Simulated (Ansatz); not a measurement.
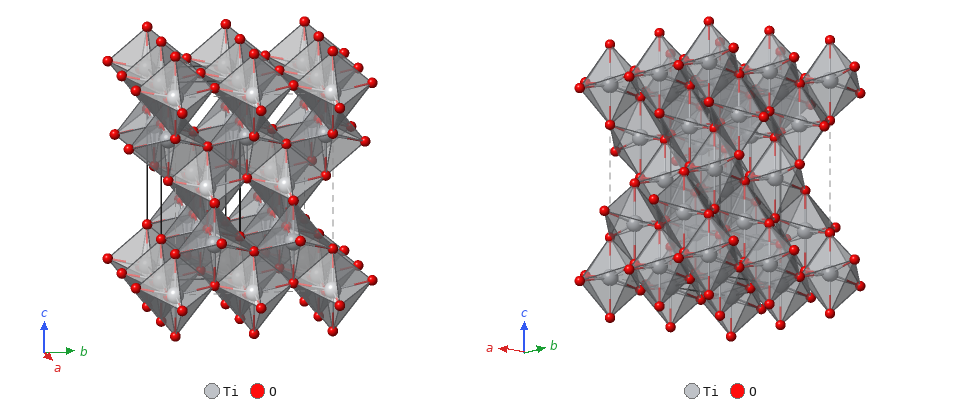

Polyhedra are drawn about Ti (bonds: O–Ti below 2.2 Å); other atoms are plain spheres. Two views of the same piece.

TiO2 (space group I4_1/amd, No. 141): the input geometry of an electronic-structure calculation (not necessarily at equilibrium).

Sharing among the drawn polyhedra:

```tsv
site	polyhedron	corner-sharing neighbours	edge-sharing	face-sharing	bond (Å)
Ti	TiO6 octahedron	4	4	0	1.93–1.98
```

They form a three-dimensional framework of corner- and edge-sharing octahedra.
